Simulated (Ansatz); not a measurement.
# AgBr: a point defect seen from the nuclei (Ag vacancy), part 2 of 3

Wanted: the field gradients around Ag vacancy in AgBr, cell charge -1, before and after the neighbours move. The cell is a supercell built from a computed entry of the Materials Project. Planned: a single point, then a relaxation, then a check of ecutwfc with width with method.

Ansatz 0.2.0; DFT, PBE, plane-wave PAW, default files, scalar-relativistic, as far as a step names no other.

## Step 3: Ions relaxed

Changes to input.yaml since step 2:

```diff
@@ -76 +76,4 @@
   volumetric_format: npy
+relax:
+  f_tol: 0.03
+  max_steps: 40
```

Command:

```console
$ ansatz run input.yaml --threads 4 --pin off --max-ram 8192MiB --backend cpu --events-out ev --progress --plain --runs-dir out
```

Standard output:

```text
Warning: output.stress: scf.convergence.dr2_threshold = 1e-7 eV (the SCF's general default) is looser than the 5.3e-9 eV advised for a printed stress (1e-10 eV for each atom of the cell: 53). What an SCF threshold leaves in a stress goes as its square root, and in the free energy as the threshold itself, and one threshold admits the most on a small cell: of the crystals measured, under no hybrid functional and no lock of the moments, on runs that ended without the residual-converged pass, on stresses that held no estimate of that error, the worst erred by over 100 MPa in a component at 1e-7 eV an atom and by under 5 at 1e-10. Every solve of this run answers to scf.convergence.dr2_threshold, and the tensor of one is reported: a single SCF on the reported geometry and on this run's grids (its basis.xc_grid and basis.ecutrho_ratio typed), with scf.convergence.dr2_threshold at 5.3e-9 eV or tighter, prints it and tightens no other solve. Else set scf.convergence.dr2_threshold to 5.3e-9 eV or tighter. The threshold is an SCF's pass mark: one that does not reach it within its budget of iterations ends unconverged, or closes short of it on a stop that the run arms, and scf.convergence.dr2_threshold's page says what that costs each kind of run
Warning: RAYON_NUM_THREADS=4 ignored (pool sized by the plan → 4); use --threads N
Ag: output.efg is read without spin–orbit coupling, which moves field gradients at and beside such atoms by some per cent and up to a factor of two; PAW files take it under magnetization.noncollinear and magnetization.spin_orbit
Engine: ansatz 0.2.0, aarch64-unknown-linux-gnu
Pseudopotentials: kind: paw
Pseudopotential: Ag, paw, valence charge 19, recommended cutoff 420 eV (normal), Ag.paw.azcp
Pseudopotential: Br, paw, valence charge 7, recommended cutoff 420 eV (normal), Br.paw.azcp
Functional definition: PBE
  parameter kappa = 0.804
  parameter beta = 0.06672455060314922
  exchange = pbe_x(kappa = kappa, mu = beta*pi^2/3)
  correlation = pbe_c(beta = beta)
Crystal: 53 atoms, lattice volume = 1306.366 Å³
Basis set: ecut = 420 eV, 25605 PW (Γ), exchange–correlation on 180×180×180 points (8 copies of the dense FFT grid, shifted against one another)
Bands: 411, of which v1, the nominal top of the filled ones, is band 342 counted from 1 (341 counted from 0)
Symmetry: 48 space group operations
Space group: Fm-3m (ITA 225), of the structure as read, at distance tolerance 1.1e-4 Å
k-points: 3 of 8
Non-local potential: Ag, projectors of the file, l = 0: 3, l = 1: 2, l = 2: 2, l = 3: 1
Non-local potential: Br, projectors of the file, l = 0: 2, l = 1: 2, l = 2: 2
PAW form: soft (Blöchl's): semilocal exchange-correlation on the pseudo side does not see the compensation charge
PAW one-centre angular grid: Ag, 590 points (default); XC on 64 Gauss nodes
PAW one-centre angular grid: Br, 110 points (default); XC on 64 Gauss nodes
Initial density: superposition of atomic densities (neutral atoms scaled as one to the charged cell's electrons: chi_scale 0, normalization atom), corrected by the library's trained network
Initial wavefunctions: pseudopotential atomic-orbital guess
Functional: x = pbe(κ = 0.804, μ = 0.2195149727645171), c = pbe(β = 0.06672455060314922)
SCF iter   1: F=—  HF=-272509.558594 eV  |F-HF|=—  |Δ(HF+E_count)|=         —  Δρ=6.78e-3  dr2=6.44e-1  ethr=1.77e-3  ⟨swp⟩=6.3  Hψ=4927  notcnv=0  defer=35
preconditioner: auto → Resta (q_TF=auto, 2.449 Å⁻¹)  ε∞=6.6  [insulator: Δε(μ)=0.704 eV  Ē_g=9.455 eV  σ=0.010 eV  W_gap=1.00  n_scr=330 (ndim 8)  ℏωp=22.4 eV  f_vac=0.036  D(μ)=0.00/eV (n_scr^D=0)  ε∞_Penn≈6.6]
SCF iter   2: F=—  HF=-272509.382148 eV  |F-HF|=—  |Δ(HF+E_count)|=   1.76e-1  Δρ=8.24e-4  dr2=2.06e-2  ethr=9.41e-5  ⟨swp⟩=3.0  Hψ=2256  notcnv=0  defer=185
SCF iter   3: F=—  HF=-272509.382571 eV  |F-HF|=—  |Δ(HF+E_count)|=   4.23e-4  Δρ=5.06e-4  dr2=5.77e-3  ethr=3.01e-6  ⟨swp⟩=2.0  Hψ=1827  notcnv=0  defer=185
SCF iter   4: F=—  HF=-272509.382739 eV  |F-HF|=—  |Δ(HF+E_count)|=   1.68e-4  Δρ=1.17e-4  dr2=3.09e-4  ethr=8.44e-7  ⟨swp⟩=2.0  Hψ=2091  notcnv=0  defer=185
SCF iter   5: F=—  HF=-272509.382758 eV  |F-HF|=—  |Δ(HF+E_count)|=   1.94e-5  Δρ=3.77e-5  dr2=3.74e-5  ethr=4.52e-8  ⟨swp⟩=2.0  Hψ=1699  notcnv=0  defer=185
SCF iter   6: F=-272509.382772 eV  HF=-272509.382771 eV  |F-HF|=1.01e-6  |Δ(HF+E_count)|=   1.25e-5  Δρ=1.41e-5  dr2=3.75e-6  ethr=3.29e-9  ⟨swp⟩=10.7  Hψ=10716  notcnv=0
SCF 1 converged in 6 iterations: F = -272509.382772 eV  dr2 = 3.75e-6
relax step   1: F+E_penalty+E_count = -272509.38277186 eV  Δ(F+E_penalty+E_count) = +0.000e0 eV  max|allowed force component| = 2.037e-1 eV/Å  Δτ_max = 0.0000 Å  (6 SCF iters, dr2 threshold 2.25e-5 eV, accepted)
Initial density: handed on by an earlier stage of this run
Initial wavefunctions: those handed on with the density
iter 1 solved again at ethr=1.59e-5 eV; its pass at ethr=3.10e-3 eV (dr2=1.09e-1 eV) is discarded
SCF iter   1: F=—  HF=-272509.534837 eV  |F-HF|=—  |Δ(HF+E_count)|=         —  Δρ=2.59e-3  dr2=1.18e-1  ethr=1.59e-5  ⟨swp⟩=2.3  Hψ=3950  notcnv=0  defer=185
preconditioner: auto → Resta (q_TF=auto, 2.449 Å⁻¹)  ε∞=6.5  [insulator: Δε(μ)=0.776 eV  Ē_g=9.546 eV  σ=0.010 eV  W_gap=1.00  n_scr=330 (ndim 8)  ℏωp=22.4 eV  f_vac=0.037  D(μ)=0.00/eV (n_scr^D=0)  ε∞_Penn≈6.5]
SCF iter   2: F=—  HF=-272509.505433 eV  |F-HF|=—  |Δ(HF+E_count)|=   2.94e-2  Δρ=1.26e-3  dr2=2.44e-2  ethr=1.59e-5  ⟨swp⟩=2.7  Hψ=1703  notcnv=0  defer=185
SCF iter   3: F=—  HF=-272509.498022 eV  |F-HF|=—  |Δ(HF+E_count)|=   7.41e-3  Δρ=2.13e-4  dr2=4.95e-4  ethr=3.57e-6  ⟨swp⟩=2.0  Hψ=1721  notcnv=0  defer=185
SCF iter   4: F=—  HF=-272509.499595 eV  |F-HF|=—  |Δ(HF+E_count)|=   1.57e-3  Δρ=8.99e-5  dr2=1.07e-4  ethr=7.24e-8  ⟨swp⟩=2.0  Hψ=1699  notcnv=0  defer=185
SCF iter   5: F=—  HF=-272509.499582 eV  |F-HF|=—  |Δ(HF+E_count)|=   1.25e-5  Δρ=3.04e-5  dr2=1.54e-5  ethr=1.57e-8  ⟨swp⟩=2.0  Hψ=1996  notcnv=0  defer=185
SCF iter   6: F=-272509.499589 eV  HF=-272509.499589 eV  |F-HF|=5.51e-7  |Δ(HF+E_count)|=   6.84e-6  Δρ=6.84e-6  dr2=1.11e-6  ethr=3.79e-10  ⟨swp⟩=10.3  Hψ=9309  notcnv=0
SCF 2 converged in 6 iterations: F = -272509.499589 eV  dr2 = 1.11e-6
relax step   2: F+E_penalty+E_count = -272509.49958944 eV  Δ(F+E_penalty+E_count) = -1.168e-1 eV  max|allowed force component| = 1.685e-2 eV/Å  Δτ_max = 0.0693 Å  (6 SCF iters, dr2 threshold 2.59e-6 eV, accepted)
iter 1 solved again at ethr=1.62e-10 eV; its pass at ethr=3.10e-3 eV (dr2=1.11e-6 eV) is discarded
SCF iter   1: F=—  HF=-272509.499605 eV  |F-HF|=—  |Δ(HF+E_count)|=         —  Δρ=6.84e-6  dr2=1.11e-6  ethr=1.62e-10  ⟨swp⟩=1.0  Hψ=2990  notcnv=0  defer=185
preconditioner: auto → Resta (q_TF=auto, 2.449 Å⁻¹)  ε∞=6.5  [insulator: Δε(μ)=0.775 eV  Ē_g=9.546 eV  σ=0.010 eV  W_gap=1.00  n_scr=330 (ndim 8)  ℏωp=22.4 eV  f_vac=0.037  D(μ)=0.00/eV (n_scr^D=0)  ε∞_Penn≈6.5]
SCF iter   2: F=—  HF=-272509.499589 eV  |F-HF|=—  |Δ(HF+E_count)|=   1.60e-5  Δρ=4.32e-6  dr2=5.52e-7  ethr=1.62e-10  ⟨swp⟩=2.0  Hψ=1493  notcnv=0  defer=185
SCF iter   3: F=-272509.499590 eV  HF=-272509.499590 eV  |F-HF|=4.77e-8  |Δ(HF+E_count)|=   5.03e-7  Δρ=1.68e-6  dr2=7.98e-8  ethr=1.46e-11  ⟨swp⟩=7.0  Hψ=8014  notcnv=0
SCF 3 converged in 3 iterations: F = -272509.499590 eV  dr2 = 7.98e-8
relax step   3: F+E_penalty+E_count = -272509.49958980 eV  Δ(F+E_penalty+E_count) = -3.661e-7 eV  max|allowed force component| = 1.682e-2 eV/Å  Δτ_max = 0.0000 Å  (3 SCF iters, accepted)
NSCF: frozen V_eff on 3 k-points
the band table was solved once a step of the walk had ended and its energy, with any forces and stress, was formed, with the checks that follow a solve (4706 applications of the Hamiltonian). They found nothing against the state; the energy, forces and stress were not computed again (output.eigenvalues in the input reference)
SCF converged after 3 iterations
Free energy (F): -272509.499590 eV
Harris-Foulkes:  -272509.499590 eV  (|F-HF|=4.77e-8)
Internal energy: -272509.499590 eV  (E = F + TS)
E sigma→0 (E₀):  -272509.499590 eV
Fermi energy:    7.908815 eV
--- Per-component energies (eV) ---
[... 15 lines left out ...]
--- Forces (eV/Å), atoms counted from 1 ---
  atom   1  Ag    -0.01644793    -0.01644793     0.00000000
  atom   2  Ag     0.01644793     0.01644793     0.00000000
  atom   3  Ag    -0.01644793     0.00000000    -0.01644793
  atom   4  Ag     0.01682452    -0.01682452    -0.01682452
  atom   5  Ag     0.00000000     0.01644793    -0.01644793
  atom   6  Ag     0.01644793    -0.00000000     0.01644793
[... 47 lines left out ...]
  max |Σ_I F_I| component: 1.99e-17 eV/Å
--- Stress (GPa, compression-positive) ---
        1.204902       0.000000      -0.000000
        0.000000       1.204902       0.000000
        0.000000      -0.000000       1.204902
  P = ⅓ Tr σ = 1.2049 GPa (12.049 kbar)
--- PAW observables at the nuclei: V_zz in 10²¹ V/m², potentials from the cell's mean, atoms counted from 1 ---
  atom   1  Ag V_zz =    +0.745831   η = 0.2771   by run symmetry: allowed
            electrostatic potential = -7475.601203 V   contact ρ = 948351.979471 e/Å³
  atom   2  Ag V_zz =    +0.745831   η = 0.2771   by run symmetry: allowed
            electrostatic potential = -7475.601203 V   contact ρ = 948351.979471 e/Å³
  atom   3  Ag V_zz =    +0.745831   η = 0.2771   by run symmetry: allowed
            electrostatic potential = -7475.601203 V   contact ρ = 948351.979471 e/Å³
  atom   4  Ag V_zz =    +0.056348   η = 0.0000   by run symmetry: allowed
            electrostatic potential = -7475.548441 V   contact ρ = 948352.126409 e/Å³
  atom   5  Ag V_zz =    +0.745831   η = 0.2771   by run symmetry: allowed
            electrostatic potential = -7475.601203 V   contact ρ = 948351.979471 e/Å³
  atom   6  Ag V_zz =    +0.745831   η = 0.2771   by run symmetry: allowed
            electrostatic potential = -7475.601203 V   contact ρ = 948351.979471 e/Å³
  atom   7  Ag V_zz =    +0.745831   η = 0.2771   by run symmetry: allowed
            electrostatic potential = -7475.601203 V   contact ρ = 948351.979471 e/Å³
  atom   8  Ag V_zz =    +0.056348   η = 0.0000   by run symmetry: allowed
            electrostatic potential = -7475.548441 V   contact ρ = 948352.126409 e/Å³
  atom   9  Ag V_zz =    +0.745831   η = 0.2771   by run symmetry: allowed
            electrostatic potential = -7475.601203 V   contact ρ = 948351.979471 e/Å³
  atom  10  Ag V_zz =    +0.056348   η = 0.0000   by run symmetry: allowed
            electrostatic potential = -7475.548441 V   contact ρ = 948352.126409 e/Å³
  atom  11  Ag V_zz =    +0.745831   η = 0.2771   by run symmetry: allowed
            electrostatic potential = -7475.601203 V   contact ρ = 948351.979471 e/Å³
  atom  12  Ag V_zz =    +0.056348   η = 0.0000   by run symmetry: allowed
            electrostatic potential = -7475.548441 V   contact ρ = 948352.126409 e/Å³
  atom  13  Ag V_zz =    +0.056348   η = 0.0000   by run symmetry: allowed
            electrostatic potential = -7475.548441 V   contact ρ = 948352.126409 e/Å³
  atom  14  Ag V_zz =    -1.889593   η = 0.0000   by run symmetry: allowed
            electrostatic potential = -7475.626554 V   contact ρ = 948352.006843 e/Å³
  atom  15  Ag V_zz =    +0.745831   η = 0.2771   by run symmetry: allowed
            electrostatic potential = -7475.601203 V   contact ρ = 948351.979471 e/Å³
  atom  16  Ag V_zz =    -1.889593   η = 0.0000   by run symmetry: allowed
            electrostatic potential = -7475.626554 V   contact ρ = 948352.006843 e/Å³
  atom  17  Ag V_zz =    -1.889593   η = 0.0000   by run symmetry: allowed
            electrostatic potential = -7475.626554 V   contact ρ = 948352.006843 e/Å³
  atom  18  Ag V_zz =    +0.745831   η = 0.2771   by run symmetry: allowed
            electrostatic potential = -7475.601203 V   contact ρ = 948351.979471 e/Å³
  atom  19  Ag V_zz =    +0.745831   η = 0.2771   by run symmetry: allowed
            electrostatic potential = -7475.601203 V   contact ρ = 948351.979471 e/Å³
  atom  20  Ag V_zz =    +0.056348   η = 0.0000   by run symmetry: allowed
            electrostatic potential = -7475.548441 V   contact ρ = 948352.126409 e/Å³
  atom  21  Ag V_zz =    +0.745831   η = 0.2771   by run symmetry: allowed
            electrostatic potential = -7475.601203 V   contact ρ = 948351.979471 e/Å³
  atom  22  Ag V_zz =    -1.889593   η = 0.0000   by run symmetry: allowed
            electrostatic potential = -7475.626554 V   contact ρ = 948352.006843 e/Å³
  atom  23  Ag V_zz =    -1.889593   η = 0.0000   by run symmetry: allowed
            electrostatic potential = -7475.626554 V   contact ρ = 948352.006843 e/Å³
  atom  24  Ag V_zz =    +0.056348   η = 0.0000   by run symmetry: allowed
            electrostatic potential = -7475.548441 V   contact ρ = 948352.126409 e/Å³
  atom  25  Ag V_zz =    -1.889593   η = 0.0000   by run symmetry: allowed
            electrostatic potential = -7475.626554 V   contact ρ = 948352.006843 e/Å³
  atom  26  Ag V_zz =    +0.056348   η = 0.0000   by run symmetry: allowed
            electrostatic potential = -7475.548441 V   contact ρ = 948352.126409 e/Å³
  atom  27  Br V_zz =    +0.437150   η = 0.0000   by run symmetry: allowed   C_q = +2.7261 MHz
            electrostatic potential = -4909.343023 V   contact ρ = 293247.346962 e/Å³
  atom  28  Br V_zz =    +0.437150   η = 0.0000   by run symmetry: allowed   C_q = +2.7261 MHz
            electrostatic potential = -4909.343023 V   contact ρ = 293247.346962 e/Å³
  atom  29  Br V_zz =    -9.780298   η = 0.0000   by run symmetry: allowed   C_q = -60.9899 MHz
            electrostatic potential = -4909.552184 V   contact ρ = 293245.951584 e/Å³
  atom  30  Br V_zz =    +0.437150   η = 0.0000   by run symmetry: allowed   C_q = +2.7261 MHz
            electrostatic potential = -4909.343023 V   contact ρ = 293247.346962 e/Å³
  atom  31  Br V_zz =    +1.374052   η = 0.4769   by run symmetry: allowed   C_q = +8.5686 MHz
            electrostatic potential = -4909.382010 V   contact ρ = 293247.295145 e/Å³
  atom  32  Br V_zz =    +1.374052   η = 0.4769   by run symmetry: allowed   C_q = +8.5686 MHz
            electrostatic potential = -4909.382010 V   contact ρ = 293247.295145 e/Å³
  atom  33  Br V_zz =    -9.780298   η = 0.0000   by run symmetry: allowed   C_q = -60.9899 MHz
            electrostatic potential = -4909.552184 V   contact ρ = 293245.951584 e/Å³
  atom  34  Br V_zz =    +1.374052   η = 0.4769   by run symmetry: allowed   C_q = +8.5686 MHz
            electrostatic potential = -4909.382010 V   contact ρ = 293247.295145 e/Å³
  atom  35  Br V_zz =    -9.780298   η = 0.0000   by run symmetry: allowed   C_q = -60.9899 MHz
            electrostatic potential = -4909.552184 V   contact ρ = 293245.951584 e/Å³
  atom  36  Br V_zz =    +0.437150   η = 0.0000   by run symmetry: allowed   C_q = +2.7261 MHz
            electrostatic potential = -4909.343023 V   contact ρ = 293247.346962 e/Å³
  atom  37  Br V_zz =    +1.374052   η = 0.4769   by run symmetry: allowed   C_q = +8.5686 MHz
            electrostatic potential = -4909.382010 V   contact ρ = 293247.295145 e/Å³
  atom  38  Br V_zz =    +1.374052   η = 0.4769   by run symmetry: allowed   C_q = +8.5686 MHz
            electrostatic potential = -4909.382010 V   contact ρ = 293247.295145 e/Å³
  atom  39  Br V_zz =    +1.374052   η = 0.4769   by run symmetry: allowed   C_q = +8.5686 MHz
            electrostatic potential = -4909.382010 V   contact ρ = 293247.295145 e/Å³
  atom  40  Br V_zz =    +0.000000   η = 0.0000   by run symmetry: forbidden   C_q = +0.0000 MHz
            electrostatic potential = -4909.285631 V   contact ρ = 293247.246242 e/Å³
  atom  41  Br V_zz =    +1.374052   η = 0.4769   by run symmetry: allowed   C_q = +8.5686 MHz
            electrostatic potential = -4909.382010 V   contact ρ = 293247.295145 e/Å³
  atom  42  Br V_zz =    +1.374052   η = 0.4769   by run symmetry: allowed   C_q = +8.5686 MHz
            electrostatic potential = -4909.382010 V   contact ρ = 293247.295145 e/Å³
  atom  43  Br V_zz =    +1.374052   η = 0.4769   by run symmetry: allowed   C_q = +8.5686 MHz
            electrostatic potential = -4909.382010 V   contact ρ = 293247.295145 e/Å³
  atom  44  Br V_zz =    +0.437150   η = 0.0000   by run symmetry: allowed   C_q = +2.7261 MHz
            electrostatic potential = -4909.343023 V   contact ρ = 293247.346962 e/Å³
  atom  45  Br V_zz =    -9.780298   η = 0.0000   by run symmetry: allowed   C_q = -60.9899 MHz
            electrostatic potential = -4909.552184 V   contact ρ = 293245.951584 e/Å³
  atom  46  Br V_zz =    +1.374052   η = 0.4769   by run symmetry: allowed   C_q = +8.5686 MHz
            electrostatic potential = -4909.382010 V   contact ρ = 293247.295145 e/Å³
  atom  47  Br V_zz =    -9.780298   η = 0.0000   by run symmetry: allowed   C_q = -60.9899 MHz
            electrostatic potential = -4909.552184 V   contact ρ = 293245.951584 e/Å³
  atom  48  Br V_zz =    +1.374052   η = 0.4769   by run symmetry: allowed   C_q = +8.5686 MHz
            electrostatic potential = -4909.382010 V   contact ρ = 293247.295145 e/Å³
  atom  49  Br V_zz =    +1.374052   η = 0.4769   by run symmetry: allowed   C_q = +8.5686 MHz
            electrostatic potential = -4909.382010 V   contact ρ = 293247.295145 e/Å³
  atom  50  Br V_zz =    +0.437150   η = 0.0000   by run symmetry: allowed   C_q = +2.7261 MHz
            electrostatic potential = -4909.343023 V   contact ρ = 293247.346962 e/Å³
  atom  51  Br V_zz =    -9.780298   η = 0.0000   by run symmetry: allowed   C_q = -60.9899 MHz
            electrostatic potential = -4909.552184 V   contact ρ = 293245.951584 e/Å³
  atom  52  Br V_zz =    +0.437150   η = 0.0000   by run symmetry: allowed   C_q = +2.7261 MHz
            electrostatic potential = -4909.343023 V   contact ρ = 293247.346962 e/Å³
  atom  53  Br V_zz =    +0.437150   η = 0.0000   by run symmetry: allowed   C_q = +2.7261 MHz
            electrostatic potential = -4909.343023 V   contact ρ = 293247.346962 e/Å³
--- Band table (eV) ---
[... 3 lines left out ...]
--- Relaxed structure (3 steps of the walk, 3 accepted, 0 SCFs on fresh bases) ---
  F+E_penalty+E_count = -272509.49958980 eV   max|allowed force component| = 1.682e-2 eV/Å
  atoms:
[... 53 lines left out ...]
--- Löwdin populations: 53 sites ---
  site symbol       q [e]
[... 53 lines left out ...]
  spilling = 0.003395 (of n_electrons = 684.000000)
```

Wall time 2.3 min (4 threads of Arm Neoverse V1, shared host); peak memory 7 GiB.

The steps of the relaxation:

```tsv
step	energy change (eV)	largest force component (eV/Å)
1	0.0000	0.204
2	-0.1168	0.017
3	-0.1168	0.017
```

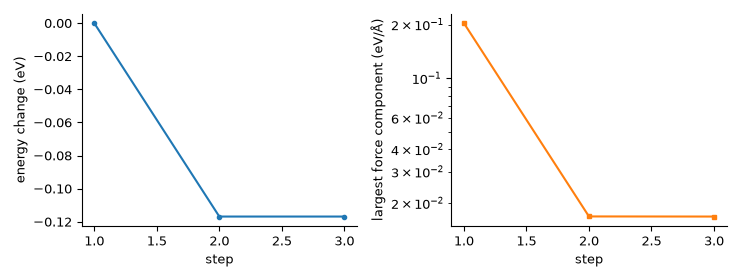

Energy and largest force component along the relaxation.

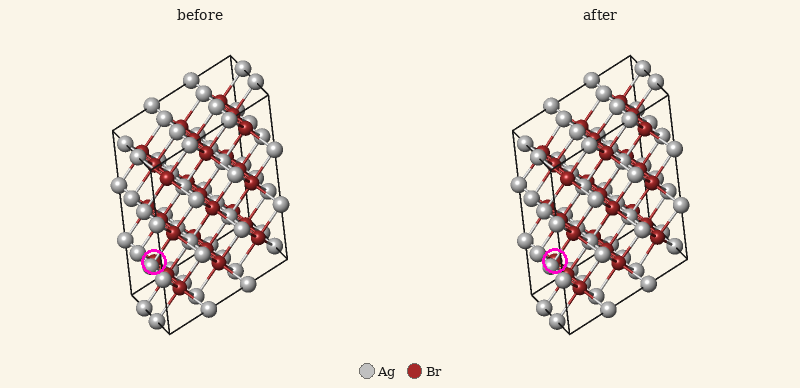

Before and after; atom 33 (Br), which moved most, is ringed, with its images.

Atom 33 and its like (Br) moved farthest, 0.069 Å; the mean move was 0.032 Å.

State: gap on the mesh 0.77 eV, largest force 0.029 eV/Å, pressure 1.2 GPa.

Beside the values of step 2 (V_zz in 10²¹ V/m²):

```tsv
site	atoms	V_zz, PBE	V_zz, PBE relaxed	η, PBE	η, PBE relaxed
Br29	29, 33, 35, …	-10.48	-9.78	0.00	0.00
Ag1	1, 2, 3, …	0.62	0.75	0.07	0.28
Br27	27, 28, 30, …	-0.55	0.44	0.00	0.00
Ag14	14, 16, 17, …	-1.13	-1.89	0.00	0.00
Br31	31, 32, 34, …	-1.23	1.37	0.39	0.48
Ag4	4, 8, 10, …	-0.020	0.056	0.00	0.00
Br40	40	0.00	0.00	–	–
```

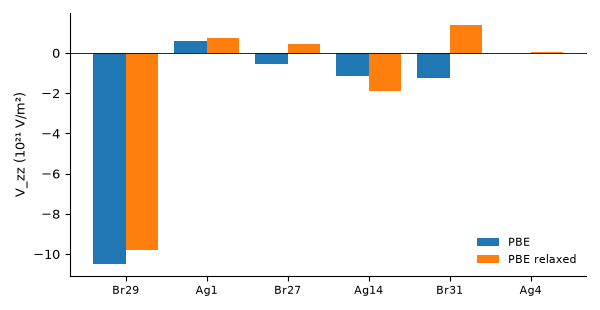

V_zz by site: PBE and PBE relaxed.

The printed gradients, by site:

```tsv
site	atoms	distance from the defect (Å)	V_zz (10²¹ V/m²)	η	C_Q (MHz)
Br29	29, 33, 35, 45, …	2.96	-9.78	0.00	-61.0 (⁸¹Br)
Ag1	1, 2, 3, 5, …	4.04	0.75	0.28	–
Br27	27, 28, 30, 36, …	5.03	0.44	0.00	2.73 (⁸¹Br)
Ag14	14, 16, 17, 22, …	5.76	-1.89	0.00	–
Br31	31, 32, 34, 37, …	6.46	1.37	0.48	8.57 (⁸¹Br)
Ag4	4, 8, 10, 12, …	7.08	0.056	0.00	–
Br40	40	8.68	0.00	–	0 (⁸¹Br)
```

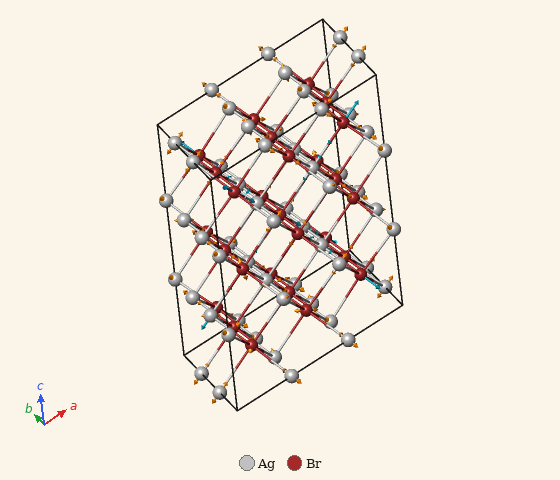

Double arrows mark the V_zz axes (orange positive, teal negative); their length grows with the root of |V_zz|.

The sizes of the gradients above 0.15 moved by 21 % in the median, 67 % at the site that moves most (small gradients counted from 0.15; Ag14, -1.13 to -1.89), with a change of sign at Br27, Br31.

(Continued in part 3 of 3.)
